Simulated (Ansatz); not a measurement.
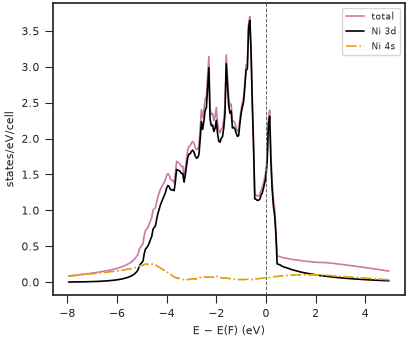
Fig. 1. Total and projected density of states of Ni (fcc (Cu type), Fm-3m), DFT-PBE+D3(BJ) in the program Ansatz with PAW potentials

Q: Which orbitals carry the states next to the Fermi level?

A: Within 0.5 eV of the Fermi level: Ni 3d 94 %. Projections are on Löwdin-orthogonalised atomic valence shells; empty p or d shells of many metals are not among them.

Q: Where is the tallest occupied peak in this window, and what makes it?

A: Near -0.6 eV, about 3.7 states/eV per cell; the largest projected share is Ni 3d.

The cell was relaxed with PBE+D3(BJ) under the symmetry of its start. The final state is ferromagnetic, chosen from 3 collinear starts compared on coarse meshes (ties went to the first, and starts can fall back to one state), not a proven ground state. Textbook magnetic order: ferromagnetic. The pairwise dispersion correction was not fitted to metals.

Potentials: the later of the program's two PAW sets.
